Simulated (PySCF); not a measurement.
```xyz
19

C     0.8722   -0.8111   -1.4646
N     0.5544   -0.3992   -0.1117
Si    1.7492    0.2023    0.9723
C     3.3031    0.4171   -0.0434
N     4.2682    0.5570   -0.6443
Si   -1.1450   -0.5197    0.2928
N    -1.1961   -0.1888    1.9855
Si   -2.3949    1.0771   -0.8011
H     0.2729   -0.2491   -2.1868
H     0.6549   -1.8731   -1.6056
H     1.9234   -0.6438   -1.6883
H     1.4025    1.5211    1.5030
H     2.1030   -0.7612    2.0276
H    -1.4850   -1.9271   -0.0304
H    -0.6392   -0.7507    2.6090
H    -2.0942   -0.0147    2.4038
H    -2.9066    2.1302    0.0835
H    -1.6729    1.7637   -1.8782
H    -3.5797    0.4792   -1.4306
```

Geometry: GFN2-xTB.

Theory: PBE0/pcSseg-1, SCF density, gas phase, non-relativistic in PySCF 2.14.0.

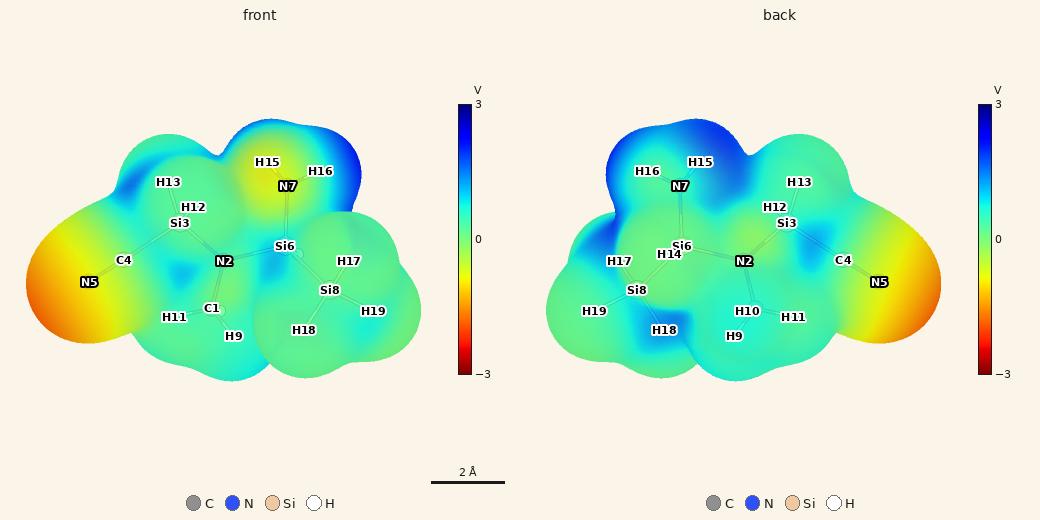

C2H11N3Si3. The molecular electrostatic potential painted on the density surface at 0.002 e/bohr³, seen from the front and from behind; the colour scale runs from red (negative) to blue (positive).

### Describe the electrostatic potential map.

The most negative region (about −1.8 V) lies over N5, the most positive (about +2.0 V) over H15 and H16. N5 is the likeliest acceptor of a hydrogen bond.
